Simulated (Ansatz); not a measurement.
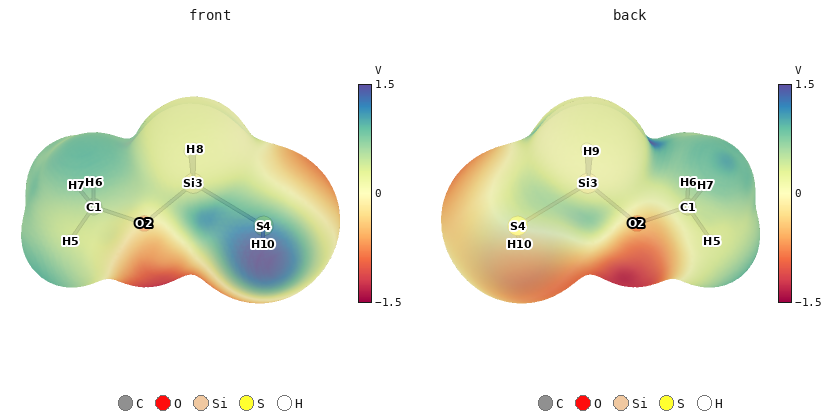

Figure. CH6OSSi (SMILES CO[SiH2]S). The molecular electrostatic potential painted on the density surface at 0.002 e/bohr³, seen from the front and from behind; the colour scale runs from red (negative) to blue (positive).

Geometry: PBE0-D4/def2-TZVP.

Theory: Ansatz, RKS PBE0-D4/def2-TZVPP.

```xyz
10

C     0.3486    1.5781   -0.4381
O    -0.4874    0.5446    0.0334
Si   -0.0834   -1.0395   -0.0822
S    -1.4661   -2.2157    1.0120
H    -0.0581    2.5290   -0.0910
H     1.3716    1.4771   -0.0570
H     0.3836    1.5939   -1.5329
H     1.3030   -1.2148    0.4281
H    -0.1761   -1.5348   -1.4797
H    -1.0526   -1.7691    2.2102
```

Where is the surface potential most negative and most positive?

The most negative region (about −1.3 V) lies over O2, the most positive (about +1.4 V) over Si3 and H10. O2 is the likeliest acceptor of a hydrogen bond.
